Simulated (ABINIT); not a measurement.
# A GW chain in ABINIT: CdS (Hawleyite), part 2 of 3

Aim: the G0W0 gap of CdS (Hawleyite) on LDA, step by step.

ABINIT 10.8.3; LDA and many-body steps on it, plane waves. Known limits of the many-body steps: not at the basis limit; no spin-orbit coupling; coarse k mesh.

So far. Step 2 (Ground state): The gap is direct, at Γ.

## (3) Bands along the symmetry lines

Level of this step: DFT, LDA, plane waves, norm-conserving pseudopotentials (ABINIT).

Levels along a band path, at the cheap level, show where the edges lie and whether the meshes to come will hold them.

Contents of run.abi:

```
acell 3*1.0 Angstrom
rprim 
  -0.000000000000 2.916500000000 2.916500000000
  2.916500000000 -0.000000000000 2.916500000000
  2.916500000000 2.916500000000 -0.000000000000
ntypat 2
znucl 48 16
natom 2
typat 1 2
xred 
  0.000000000000 0.000000000000 0.000000000000
  0.250000000000 0.250000000000 0.250000000000
pp_dirpath "pseudos"
pseudos "Cd.upf, S.upf"
ecut 47
iscf -2
irdden 1
kptopt 0
nkpt 50
kpt 
  0.00000000 0.00000000 0.00000000
  -0.06250000 -0.06250000 0.00000000
  -0.12500000 -0.12500000 0.00000000
  -0.18750000 -0.18750000 0.00000000
  -0.25000000 -0.25000000 0.00000000
  -0.31250000 -0.31250000 0.00000000
  -0.37500000 -0.37500000 0.00000000
  -0.43750000 -0.43750000 0.00000000
  -0.50000000 -0.50000000 0.00000000
  -0.48437500 -0.48437500 0.03125000
  -0.46875000 -0.46875000 0.06250000
  -0.45312500 -0.45312500 0.09375000
  -0.43750000 -0.43750000 0.12500000
  -0.42187500 -0.42187500 0.15625000
  -0.40625000 -0.40625000 0.18750000
  -0.39062500 -0.39062500 0.21875000
  -0.37500000 -0.37500000 0.25000000
  -0.37500000 0.00000000 0.37500000
  -0.32812500 0.00000000 0.32812500
  -0.28125000 0.00000000 0.28125000
  -0.23437500 0.00000000 0.23437500
  -0.18750000 0.00000000 0.18750000
  -0.14062500 0.00000000 0.14062500
  -0.09375000 0.00000000 0.09375000
  -0.04687500 0.00000000 0.04687500
  0.00000000 0.00000000 0.00000000
  0.00000000 0.00000000 0.06250000
  0.00000000 0.00000000 0.12500000
  0.00000000 0.00000000 0.18750000
  0.00000000 0.00000000 0.25000000
  0.00000000 0.00000000 0.31250000
  0.00000000 0.00000000 0.37500000
  0.00000000 0.00000000 0.43750000
  0.00000000 0.00000000 0.50000000
  -0.06250000 -0.03125000 0.46875000
  -0.12500000 -0.06250000 0.43750000
  -0.18750000 -0.09375000 0.40625000
  -0.25000000 -0.12500000 0.37500000
  -0.31250000 -0.15625000 0.34375000
  -0.37500000 -0.18750000 0.31250000
  -0.43750000 -0.21875000 0.28125000
  -0.50000000 -0.25000000 0.25000000
  -0.50000000 -0.28125000 0.21875000
  -0.50000000 -0.31250000 0.18750000
  -0.50000000 -0.34375000 0.15625000
  -0.50000000 -0.37500000 0.12500000
  -0.50000000 -0.40625000 0.09375000
  -0.50000000 -0.43750000 0.06250000
  -0.50000000 -0.46875000 0.03125000
  -0.50000000 -0.50000000 0.00000000
istwfk *1
nband 23
nbdbuf 5
tolwfr 1e-07
nstep 50
prtwf 0
prtvol 0
indata_prefix "in"
outdata_prefix "out"
tmpdata_prefix "tmp"
```

Command:

```console
OMP_NUM_THREADS=1 mpirun -n 4 abinit run.abi > log
```

Numbers of over 12 decimals in the logs are rounded to 6 here.

The log of the run:

```text
.Version 10.8.3 of ABINIT. v10.8.2 released Aug 2026.

 Symmetries : space group F-4 3 m (#216); Bravais cF (face-center cubic)
[... echo of the input left out ...]
== DATASET  1 ==================================================================
-   mpi_nproc: 4, omp_nthreads: 1 (-1 if OMP is not activated)

--- !DatasetInfo
iteration_state: {dtset: 1, }
dimensions: {natom: 2, nkpt: 50, mband: 23, nsppol: 1, nspinor: 1, nspden: 1, mpw: 5180, }
cutoff_energies: {ecut:  47.0, pawecutdg:  -1.0, }
electrons: {nelect:   2.60000000E+01, charge:   0.00000000E+00, occopt:   1.00000000E+00, tsmear:   1.00000000E-02, }

 Real(R)+Recip(G) space primitive vectors, cartesian coordinates (Bohr,Bohr^-1):
 R(1)=  0.0000000  5.5113862  5.5113862  G(1)= -0.0907213  0.0907213  0.0907213
 R(2)=  5.5113862  0.0000000  5.5113862  G(2)=  0.0907213 -0.0907213  0.0907213
 R(3)=  5.5113862  5.5113862  0.0000000  G(3)=  0.0907213  0.0907213 -0.0907213
 Unit cell volume ucvol=  3.3482088E+02 bohr^3
 Angles (23,13,12)=  6.00000000E+01  6.00000000E+01  6.00000000E+01 degrees

 getcut: wavevector=  0.0000  0.0000  0.0000  ngfft=  50  50  50
         ecut(hartree)=     47.000   => boxcut(ratio)=   2.07948

--- Pseudopotential description ------------------------------------------------
- Cd Generated using ONCVPSP code by D. R. Hamann
- 48.00000  20.00000  180309                  znucl, zion, pspdat
12 -1012 2 -1 1336                            pspcod,pspxc,lmax,lloc,mmax
     nproj     2     2     2
  pspatm : epsatm=   23.37058476
         --- l  ekb(1:nproj) -->
             0   94.865817    3.943170
             1    8.821348    1.309255
             2    2.251838   -0.763126
 pspatm: atomic psp has been read  and splines computed

- S Generated using ONCVPSP code by D. R. Hamann
- 16.00000   6.00000  180309                  znucl, zion, pspdat
12 -1012 2 -1 1132                            pspcod,pspxc,lmax,lloc,mmax
     nproj     2     2     2
  pspatm : epsatm=    8.64647033
         --- l  ekb(1:nproj) -->
[...]
pspatm: atomic psp has been read  and splines computed

--------------------------------------------------------------------------------

================================================================================
 prteigrs : about to open file out_EIG
 Non-SCF case, kpt    1 (  0.00000  0.00000  0.00000), residuals and eigenvalues=
  2.59E-08  4.46E-08  6.57E-08  9.09E-08  3.30E-08  2.95E-08  2.94E-08  5.07E-08
  2.25E-08  5.75E-08  3.14E-08  5.30E-08  9.38E-08  3.66E-08  3.69E-08  4.82E-08
  6.80E-08  7.45E-08  4.20E-08  1.23E-06  8.73E-08  4.61E-08  1.64E-06
 -3.5660E+00 -2.1385E+00 -2.1385E+00 -2.1385E+00 -3.0383E-01 -1.3413E-01
 -1.3413E-01 -1.3413E-01 -1.1628E-01 -1.1628E-01  1.5079E-01  1.5079E-01
  1.5079E-01  1.8240E-01  3.8360E-01  3.8360E-01  3.8360E-01  5.5736E-01
  5.6708E-01  5.6708E-01  6.2949E-01  6.2949E-01  6.2949E-01
[...]
5.7018E-01  6.0302E-01  6.5034E-01  6.5034E-01  6.5164E-01
[...]
Non-SCF case, kpt   49 ( -0.50000 -0.46875  0.03125), residuals and eigenvalues=
[...]
5.9779E-01  6.3397E-01  6.3399E-01  6.8870E-01  7.7087E-01
 Non-SCF case, kpt   50 ( -0.50000 -0.50000  0.00000), residuals and eigenvalues=
[...]
-1.2114E-01 -1.2114E-01 -1.1302E-01 -9.9922E-02  1.5892E-03  8.0196E-02
  8.0196E-02  2.7251E-01  3.0330E-01  4.7844E-01  5.3765E-01  5.3765E-01
  5.9381E-01  6.3419E-01  6.3419E-01  6.8468E-01  7.7297E-01

--- !ResultsGS
iteration_state: {dtset: 1, }
comment   : Summary of ground state results
lattice_vectors:
- [ -0.0000000,   5.5113862,   5.5113862, ]
- [  5.5113862,  -0.0000000,   5.5113862, ]
- [  5.5113862,   5.5113862,  -0.0000000, ]
lattice_lengths: [   7.79428,    7.79428,    7.79428, ]
lattice_angles: [ 60.000,  60.000,  60.000, ] # degrees, (23, 13, 12)
lattice_volume:   3.3482088E+02
convergence: {deltae:  0.000E+00, res2:  0.000E+00, residm:  9.984E-08, diffor:  0.000E+00, }
etotal    :  -1.86388629E+02
entropy   :   0.00000000E+00
fermie    :   1.50789187E-01
cartesian_stress_tensor: null
pressure_GPa: null
xred      :
- [  0.0000E+00,   0.0000E+00,   0.0000E+00, Cd]
- [  2.5000E-01,   2.5000E-01,   2.5000E-01,  S]
cartesian_forces: null
force_length_stats: {min: null, max: null, mean: null, }

 Integrated electronic density in atomic spheres:
 ------------------------------------------------
 Atom  Sphere_radius  Integrated_density
[...]
================================================================================

 ----iterations are completed or convergence reached----

 Mean square residual over all n,k,spin=   51.615E-09; max=  99.836E-09
 reduced coordinates (array xred) for    2 atoms
       0.000000000000      0.000000000000      0.000000000000
       0.250000000000      0.250000000000      0.250000000000

 cartesian coordinates (angstrom) at end:
    1      0.000000     0.000000     0.000000
    2      1.458250     1.458250     1.458250
 length scales=  1.889726125908  1.889726125908  1.889726125908 bohr
              =  1.000000000000  1.000000000000  1.000000000000 angstroms
 prteigrs : about to open file out_EIG
 Eigenvalues (hartree) for nkpt=  50  k points:
 kpt#   1, nband= 23, wtk=  1.00000, kpt=  0.0000  0.0000  0.0000 (reduced coord)
[...]
kpt#   2, nband= 23, wtk=  1.00000, kpt= -0.0625 -0.0625  0.0000 (reduced coord)
[...]
kpt#   3, nband= 23, wtk=  1.00000, kpt= -0.1250 -0.1250  0.0000 (reduced coord)
[...]
kpt#  49, nband= 23, wtk=  1.00000, kpt= -0.5000 -0.4687  0.0313 (reduced coord)
[...]
0.53048    0.53809    0.59779    0.63397    0.63399    0.68870    0.77087
 kpt#  50, nband= 23, wtk=  1.00000, kpt= -0.5000 -0.5000  0.0000 (reduced coord)
  -3.56599   -2.13855   -2.13853   -2.13853   -0.28234   -0.12650   -0.12114   -0.12114
  -0.11302   -0.09992    0.00159    0.08020    0.08020    0.27251    0.30330    0.47844
   0.53765    0.53765    0.59381    0.63419    0.63419    0.68468    0.77297

== END DATASET(S) ==============================================================
================================================================================

 -outvars: echo values of variables after computation  --------
            nband          23
             nkpt          50
          spgroup         216
 [... the other variables as echoed above ...]

 Calculation completed.
```

The job ended after 30 s (4 MPI ranks of Arm Neoverse V1, shared host; peak memory 0.36 GiB).

This step gave:

```
gap                        : 0.8602 eV
k of the valence top       : 0, 0, 0
k of the conduction bottom : 0, 0, 0
least direct gap           : 0.8602 eV
```

The gap is 0.860 eV, as in the run before at this level.

Electronic bands along the path, in eV, zero at the top of the highest filled band:

| point | band 10 | band 11 | band 12 | band 13 | band 14 | band 15 | band 16 | band 17 |
| --- | --- | --- | --- | --- | --- | --- | --- | --- |
| Γ | -7.27 | 0.00 | 0.00 | 0.00 | 0.86 | 6.34 | 6.34 | 6.34 |
| X | -6.82 | -4.06 | -1.92 | -1.92 | 3.31 | 4.15 | 8.92 | 10.53 |
| U | -6.68 | -4.05 | -2.60 | -1.56 | 4.01 | 5.26 | 8.22 | 8.84 |
| jump to K | -6.68 | -4.05 | -2.60 | -1.56 | 4.01 | 5.26 | 8.22 | 8.84 |
| Γ | -7.27 | 0.00 | 0.00 | 0.00 | 0.86 | 6.34 | 6.34 | 6.34 |
| L | -6.89 | -4.52 | -0.77 | -0.77 | 2.76 | 6.82 | 6.82 | 7.21 |
| W | -6.63 | -4.01 | -2.33 | -2.24 | 5.23 | 5.25 | 6.99 | 7.79 |
| X | -6.82 | -4.06 | -1.92 | -1.92 | 3.31 | 4.15 | 8.92 | 10.53 |

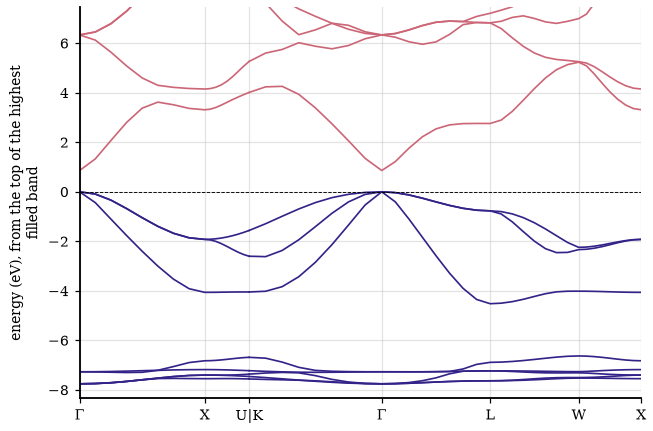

Electronic bands along the path; lines of filled and empty bands in two colours.

## (4) Empty states on the mesh, 4×4×4 mesh, 217 bands

The sums over transitions need many empty states on a uniform mesh; this step solves for them.

Contents of run.abi:

```
acell 3*1.0 Angstrom
rprim 
  -0.000000000000 2.916500000000 2.916500000000
  2.916500000000 -0.000000000000 2.916500000000
  2.916500000000 2.916500000000 -0.000000000000
ntypat 2
znucl 48 16
natom 2
typat 1 2
xred 
  0.000000000000 0.000000000000 0.000000000000
  0.250000000000 0.250000000000 0.250000000000
pp_dirpath "pseudos"
pseudos "Cd.upf, S.upf"
ecut 47
ngkpt 4 4 4
nshiftk 1
shiftk 0 0 0
kptopt 1
chksymbreak 0
iscf -2
irdden 1
istwfk *1
nband 217
nbdbuf 18
tolwfr 1e-09
nstep 60
prtvol 0
indata_prefix "in"
outdata_prefix "out"
tmpdata_prefix "tmp"
```

The log of the run:

```text
.Version 10.8.3 of ABINIT. v10.8.2 released Aug 2026.

 Symmetries : space group F-4 3 m (#216); Bravais cF (face-center cubic)
[... echo of the input left out ...]
== DATASET  1 ==================================================================
-   mpi_nproc: 4, omp_nthreads: 1 (-1 if OMP is not activated)

--- !DatasetInfo
iteration_state: {dtset: 1, }
dimensions: {natom: 2, nkpt: 8, mband: 217, nsppol: 1, nspinor: 1, nspden: 1, mpw: 5180, }
cutoff_energies: {ecut:  47.0, pawecutdg:  -1.0, }
electrons: {nelect:   2.60000000E+01, charge:   0.00000000E+00, occopt:   1.00000000E+00, tsmear:   1.00000000E-02, }

 Real(R)+Recip(G) space primitive vectors, cartesian coordinates (Bohr,Bohr^-1):
 R(1)=  0.0000000  5.5113862  5.5113862  G(1)= -0.0907213  0.0907213  0.0907213
 R(2)=  5.5113862  0.0000000  5.5113862  G(2)=  0.0907213 -0.0907213  0.0907213
 R(3)=  5.5113862  5.5113862  0.0000000  G(3)=  0.0907213  0.0907213 -0.0907213
 Unit cell volume ucvol=  3.3482088E+02 bohr^3
 Angles (23,13,12)=  6.00000000E+01  6.00000000E+01  6.00000000E+01 degrees

 getcut: wavevector=  0.0000  0.0000  0.0000  ngfft=  50  50  50
         ecut(hartree)=     47.000   => boxcut(ratio)=   2.07948

--- Pseudopotential description ------------------------------------------------
- Cd Generated using ONCVPSP code by D. R. Hamann
- 48.00000  20.00000  180309                  znucl, zion, pspdat
12 -1012 2 -1 1336                            pspcod,pspxc,lmax,lloc,mmax
     nproj     2     2     2
  pspatm : epsatm=   23.37058476
         --- l  ekb(1:nproj) -->
             0   94.865817    3.943170
             1    8.821348    1.309255
             2    2.251838   -0.763126
 pspatm: atomic psp has been read  and splines computed

- S Generated using ONCVPSP code by D. R. Hamann
- 16.00000   6.00000  180309                  znucl, zion, pspdat
12 -1012 2 -1 1132                            pspcod,pspxc,lmax,lloc,mmax
     nproj     2     2     2
  pspatm : epsatm=    8.64647033
         --- l  ekb(1:nproj) -->
[...]
pspatm: atomic psp has been read  and splines computed

--------------------------------------------------------------------------------

================================================================================
 prteigrs : about to open file out_EIG
 Non-SCF case, kpt    1 (  0.00000  0.00000  0.00000), residuals and eigenvalues=
  2.40E-10  2.43E-10  9.01E-10  9.48E-10  2.30E-10  3.64E-10  5.35E-10  6.72E-10
  3.35E-10  7.20E-10  1.01E-10  1.49E-10  2.52E-10  3.00E-10  5.86E-11  7.59E-11
  7.90E-11  8.42E-10  9.58E-11  9.80E-11  4.68E-11  9.88E-11  1.72E-10  2.50E-10
[...]
1.49E-03
 -3.5660E+00 -2.1385E+00 -2.1385E+00 -2.1385E+00 -3.0383E-01 -1.3413E-01
 -1.3413E-01 -1.3413E-01 -1.1628E-01 -1.1628E-01  1.5079E-01  1.5079E-01
  1.5079E-01  1.8240E-01  3.8360E-01  3.8360E-01  3.8360E-01  5.5736E-01
[...]
5.3285E+00  5.3285E+00  5.3286E+00  5.3584E+00  5.3584E+00  5.4144E+00
  5.4146E+00  5.4151E+00  5.4162E+00  5.4210E+00  5.4215E+00  5.4221E+00
  5.4842E+00
 prteigrs : prtvol=0 or 1, do not print more k-points.

--- !ResultsGS
iteration_state: {dtset: 1, }
comment   : Summary of ground state results
lattice_vectors:
- [ -0.0000000,   5.5113862,   5.5113862, ]
- [  5.5113862,  -0.0000000,   5.5113862, ]
- [  5.5113862,   5.5113862,  -0.0000000, ]
lattice_lengths: [   7.79428,    7.79428,    7.79428, ]
lattice_angles: [ 60.000,  60.000,  60.000, ] # degrees, (23, 13, 12)
lattice_volume:   3.3482088E+02
convergence: {deltae:  0.000E+00, res2:  0.000E+00, residm:  9.910E-10, diffor:  0.000E+00, }
etotal    :  -1.86388629E+02
entropy   :   0.00000000E+00
fermie    :   1.50789187E-01
cartesian_stress_tensor: null
pressure_GPa: null
xred      :
- [  0.0000E+00,   0.0000E+00,   0.0000E+00, Cd]
- [  2.5000E-01,   2.5000E-01,   2.5000E-01,  S]
cartesian_forces: null
force_length_stats: {min: null, max: null, mean: null, }

 Integrated electronic density in atomic spheres:
 ------------------------------------------------
 Atom  Sphere_radius  Integrated_density
[...]
================================================================================

 ----iterations are completed or convergence reached----

 Mean square residual over all n,k,spin=   32.595E-11; max=  99.103E-11
 reduced coordinates (array xred) for    2 atoms
       0.000000000000      0.000000000000      0.000000000000
       0.250000000000      0.250000000000      0.250000000000

 cartesian coordinates (angstrom) at end:
    1      0.000000     0.000000     0.000000
    2      1.458250     1.458250     1.458250
 length scales=  1.889726125908  1.889726125908  1.889726125908 bohr
              =  1.000000000000  1.000000000000  1.000000000000 angstroms
 prteigrs : about to open file out_EIG
 Eigenvalues (hartree) for nkpt=   8  k points:
 kpt#   1, nband=217, wtk=  0.01563, kpt=  0.0000  0.0000  0.0000 (reduced coord)
[...]
5.19275    5.26800    5.26800    5.26800    5.32854    5.32854    5.32855    5.35836
   5.35836    5.41437    5.41464    5.41507    5.41620    5.42100    5.42147    5.42215
   5.48420
 prteigrs : prtvol=0 or 1, do not print more k-points.

== END DATASET(S) ==============================================================
================================================================================

 -outvars: echo values of variables after computation  --------
            nband         217
             nkpt           8
          spgroup         216
 [... the other variables as echoed above ...]

 Calculation completed.
```

Run time: 2.1 min. Hardware: 4 MPI ranks; peak memory 0.47 GiB; 8.5 min of CPU time.

Numbers from this step:

* gap: 0.8602 eV
* k of the valence top: 0, 0, 0
* k of the conduction bottom: 0, 0, 0
* least direct gap: 0.8602 eV
* k points computed: 8
* lowest point of the top converged band, above the valence top: 129.2002 eV

On this mesh the gap is 0.860 eV.

## (5) Screening, 4×4×4 mesh, 199 bands, screening to 264 eV

The RPA dielectric matrix is built and inverted for each q.

This step: RPA screening on LDA, plane waves, norm-conserving pseudopotentials.

run.abi, as its differences from that of step 4:

```diff
@@ -20,10 +20,11 @@
 chksymbreak 0
-iscf -2
-irdden 1
 istwfk *1
-nband 217
-nbdbuf 18
-tolwfr 1e-09
-nstep 60
-prtvol 0
+occopt 1
+irdwfk 1
+optdriver 3
+nband 199
+ecuteps 9.7
+inclvkb 2
+awtr 1
+symchi 1
 indata_prefix "in"
```

The log of the run:

```text
.Version 10.8.3 of ABINIT. v10.8.2 released Aug 2026.

 Symmetries : space group F-4 3 m (#216); Bravais cF (face-center cubic)
[... echo of the input left out ...]
== DATASET  1 ==================================================================
-   mpi_nproc: 4, omp_nthreads: 1 (-1 if OMP is not activated)

--- !DatasetInfo
iteration_state: {dtset: 1, }
dimensions: {natom: 2, nkpt: 8, mband: 199, nsppol: 1, nspinor: 1, nspden: 1, mpw: 5180, }
cutoff_energies: {ecut:  47.0, pawecutdg:  -1.0, }
electrons: {nelect:   2.60000000E+01, charge:   0.00000000E+00, occopt:   1.00000000E+00, tsmear:   1.00000000E-02, }

 SCREENING: Calculation of the susceptibility and dielectric matrices

 Based on a program developped by R.W. Godby, V. Olevano, G. Onida, and L. Reining.
 Incorporated in ABINIT by V. Olevano, G.-M. Rignanese, and M. Torrent.
.Using double precision arithmetic ; gwpc =  8

[... cell and pseudopotentials left out ...]
--------------------------------------------------------------------------------

 ==== K-mesh for the wavefunctions ====
 Number of points in the irreducible wedge :     8
[... list of points left out ...]
 Together with 24 symmetry operations and time-reversal symmetry
 yields    64 points in the full Brillouin Zone.

 ==== Q-mesh for the screening function ====
 Number of points in the irreducible wedge :     8
[... list of points left out ...]
 Together with 24 symmetry operations and time-reversal symmetry
 yields    64 points in the full Brillouin Zone.

 setmesh: FFT mesh size selected  =    36x   36x   36
          total number of points  =        46656

 vcoul_init : cutoff-mode = AUXILIARY_FUNCTION
 q-points for optical limit:   1
     1)      0.000010    0.000020    0.000030

- screening: taking advantage of time-reversal symmetry
- Maximum band index for partially occupied states nbvw = 13
- Remaining bands to be divided among processors   nbcw = 186
- Number of bands treated by each node ~46

 Number of electrons calculated from density =   26.0000; Expected =   26.0000
 average of density, n =  0.077653
 r_s =    1.4541
 omega_plasma =   26.8804 [eV]

 calculating chi0 at frequencies [eV] :
  1    0.000000E+00    0.000000E+00
  2    0.000000E+00    2.688042E+01

--------------------------------------------------------------------------------
  q-point number  1        q = ( 0.000000, 0.000000, 0.000000) [r.l.u.]
--------------------------------------------------------------------------------
[... chi0 elements left out ...]
 For q-point:  0.000010 0.000020 0.000030
  dielectric constant =  18.4931
  dielectric constant without local fields =  19.3635

  Average fulfillment of the sum rule on Im[epsilon] for q-point    1 :     79.19  [%]
[... wings left out ...]
  q-point number  2        q = ( 0.250000, 0.000000, 0.000000) [r.l.u.]
--------------------------------------------------------------------------------
[... chi0 elements left out ...]
  Average fulfillment of the sum rule on Im[epsilon] for q-point    2 :     87.13  [%]

 [... 6 further q-points ...]
```

Wall time 2.9 min (4 MPI ranks); peak memory 1.9 GiB; 12 min of CPU time.

Numbers from this step:

```
ε∞ with local fields, on this mesh, along the program's q direction : 18.49
the same without local fields                                       : 19.36
plasma frequency                                                    : 26.88 eV
plane waves in the screening matrix                                 : 531
```

Local fields lower ε∞ by 4 %. On a Γ-centred mesh this coarse the value itself is usually too large, while a short band sum pulls it down.

(Part 2 of 3 ends here.)

[Paths, hosts, dates, memory and timing lines, banners, echoed tables and standing remarks are left out of the program output.]

[Logs are printed without paths, hosts, clocks, repeated set-up lines and the standing remarks that a program may print on its own settings, such as how far it seeks lower states.]

[Runs of the session that timed out or met a known fault of the program may be left out.]

[Hosts, paths, dates, database ids (printed as entryN), source tags and the programs' standing remarks are cut or masked in the printed files.]

[G0W0 gaps are taken among the corrected bands and points alone; a level outside them can change the order at an edge.]

[Where Ansatz stands beside ABINIT at settings called matched, ABINIT's density can come from a denser mesh and the files from another edition; pairs whose starting gaps differed by over 0.03 eV were left out, so agreement reads better than it is.]
